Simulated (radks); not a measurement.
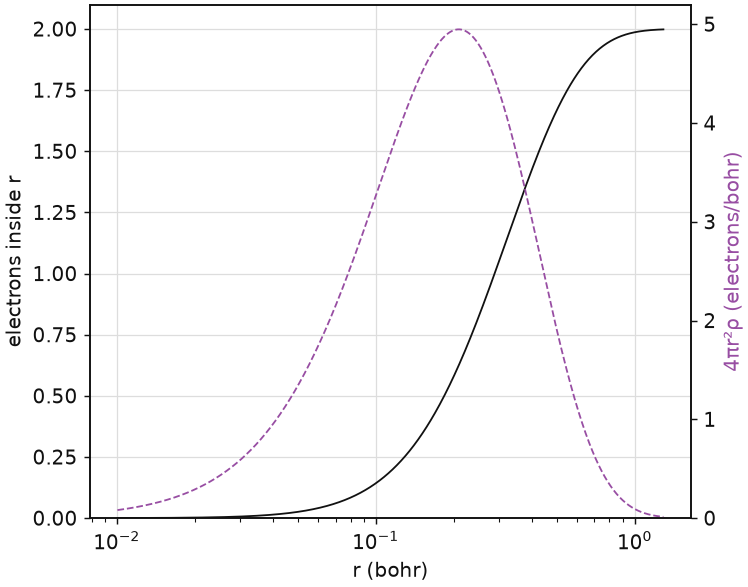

The boron ion B³⁺; electrons: 1s2. Computed with the in-house radial solver radks: Dirac Kohn-Sham, exchange-only PBE, spin-unpolarised, spherical densities, finite nucleus.

The plot shows the number of electrons inside radius r (solid) and the radial density 4πr²ρ (dashed).

What does the plot show?

Answer. The count levels off at 2 electrons. Half of them lie within 0.288 bohr, 90 % within 0.587 bohr and 99 % within 0.943 bohr. The radial density has a single maximum, so no shell boundary shows.
